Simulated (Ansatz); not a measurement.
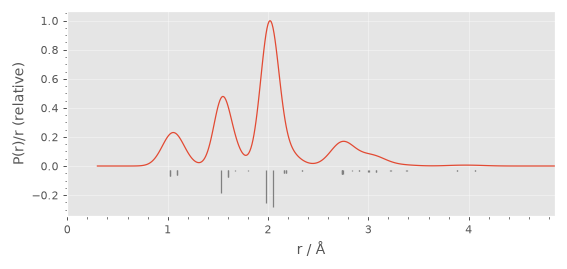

Simulated gas electron diffraction: radial distribution curve of CH₆AlN. Each pair of atoms contributes with weight ZᵢZⱼ/r (bars below the curve); damping constant 0.002 Å²; vibrational amplitudes assumed, not computed: 0.05 Å for bonds, 0.078 Å for bonds to H, 0.06 + 0.015 r up to 0.15 Å for other pairs. The geometry is the end point of an optimisation (RKS PBE/6-31G* in Ansatz 0.2.0); it may be a saddle point or a higher isomer.

Question: Which pairs of atoms lie under the first 4 clear peaks? Mark bonded pairs by – and others by ···.

Answer: Peak 1, 1.06 Å: N–H 1.02 Å (×2), C–H 1.10 Å (×2), not resolved
Peak 2, 1.55 Å: N–C 1.54 Å, Al–H 1.61 Å (×2), not resolved
Peak 3, 2.02 Å: Al–C 1.98 Å, Al–N 2.05 Å, not resolved
Peak 4, 2.75 Å: Al···H 2.73–2.75 Å (×4), N···H 3.00 Å (×2), not resolved; in its flanks C···H 3.08 Å
